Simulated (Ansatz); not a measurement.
**How methods differ on SO2 (sulfur dioxide)**

SO2 has 3 atoms, charge 0, and is taken as a singlet. SMILES: `O=S=O`. Geometry: optimised at B3LYP/def2-SVP.

```xyz
3

O    -0.9956    0.6579   -0.4697
S     0.2772    0.3675    0.1921
O     0.7184   -1.0254    0.2776
```

Each level gives the dissociation energy of the S2–O1 bond into singlet SO and triplet O (shapes relaxed at B3LYP/def2-SVP, no zero-point term) (eV). The values are calculated.

| level | kind | program | value (eV) | less CCSD(T)/def2-TZVPP | CPU time (all runs) |
| --- | --- | --- | --- | --- | --- |
| HF/def2-TZVPP | Hartree–Fock | Ansatz | 3.95 | -2.40 | 1.1 s |
| SVWN5/def2-TZVPP | LDA | Ansatz | 8.38 | +2.03 | 1.5 s |
| PBE/def2-TZVPP | GGA | Ansatz | 7.24 | +0.89 | 2.6 s |
| r2SCAN/def2-TZVPP | meta-GGA | Ansatz | 7.03 | +0.68 | 5.9 s |
| PBE0-D4/def2-TZVPP | global hybrid | Ansatz | 6.75 | +0.40 | 2.1 s |
| wB97M-V/def2-TZVPP | range-separated hybrid | Ansatz | 6.67 | +0.32 | 7.6 s |
| B2PLYP/def2-TZVPP | double hybrid | Ansatz | 6.68 | +0.33 | 3.8 s |
| CCSD(T)/def2-TZVPP | coupled cluster or CI | Ansatz | 6.35 | 0.00 | 5.5 s |

CCSD(T)/def2-TZVPP is the highest level here, not the true value. The values span 3.95 to 8.38 eV. Hartree–Fock misses the correlation of the electron pair that is broken and comes out low. A fragment with an even electron count was run as a singlet and may have a lower triplet. Measured bond enthalpies also hold zero-point and thermal terms, a few tenths of an eV less. In so small a basis fixed costs decide the times, and correlated methods can beat functionals. CPU times are rough (shared hosts, several kinds of processor and program).

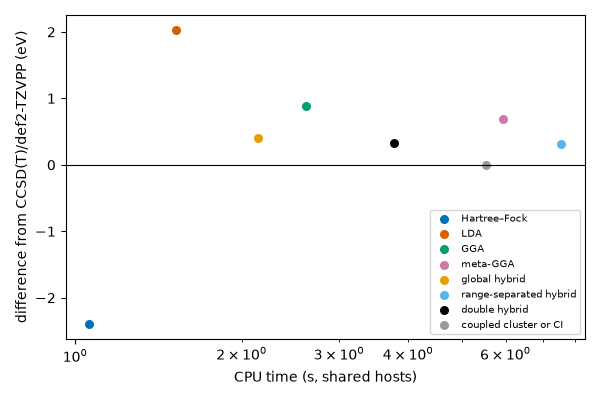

Difference from CCSD(T)/def2-TZVPP against processor time, one point a level.
